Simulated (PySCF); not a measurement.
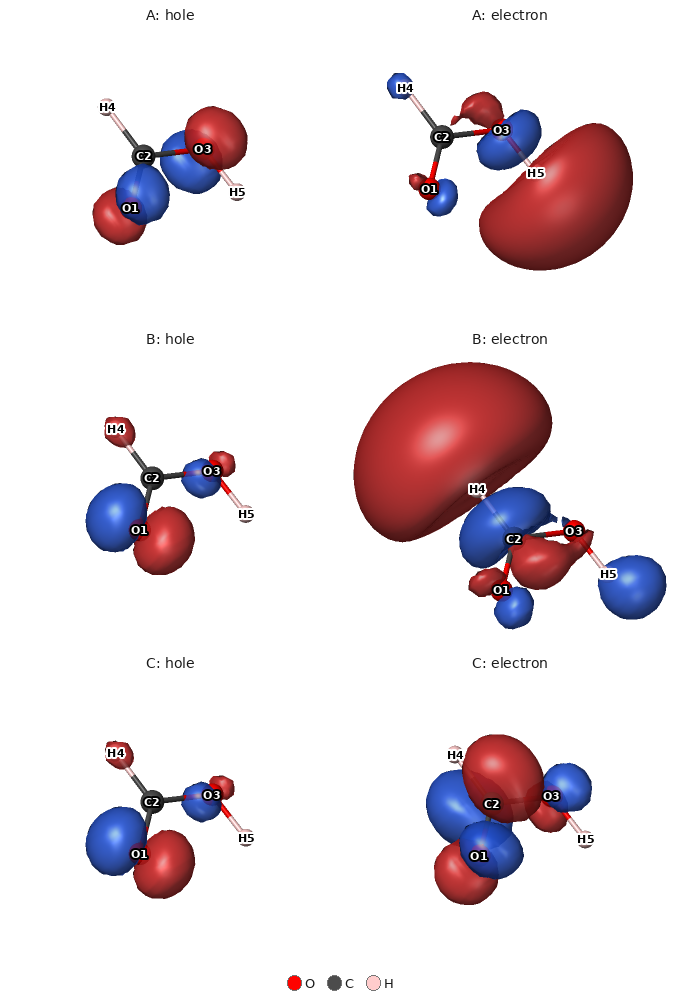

Figure. CH2O2, SMILES `O=CO`. Leading natural transition orbital pairs of 3 excited states (TDA singlet states).

PySCF calculation, CAM-B3LYP/cc-pVTZ, gas phase; geometry: GFN2-xTB. No frequency check shows the geometry to be a minimum. Without diffuse functions Rydberg states are missing, so the states' numbers hold for this basis only.

Coordinates in Å:

```
O1       1.1284    0.2627    0.0000
C2       0.1311   -0.3916    0.0000
O3      -1.1021    0.0853    0.0000
H4       0.1002   -1.4918    0.0000
H5      -1.0975    1.0580    0.0000
```

```
state  energy (eV)      f
   S₁         6.00  0.002
   S₃         8.99  0.004
   S₄         9.31  0.111
```

> Which pair belongs to which state?

A is S₃ (n → σ*): hole on O3 (52 %) and O1 (35 %), electron on H5 (63 %) and O3 (24 %). B is S₄ (partly diffuse acceptor orbital, which a basis without diffuse functions describes poorly): hole on O1 (61 %) and O3 (20 %), electron on H4 (44 %) and C2 (32 %). C is S₁ (n → π*): hole on O1 (71 %) and C2 (12 %), electron on C2 (48 %) and O1 (31 %).
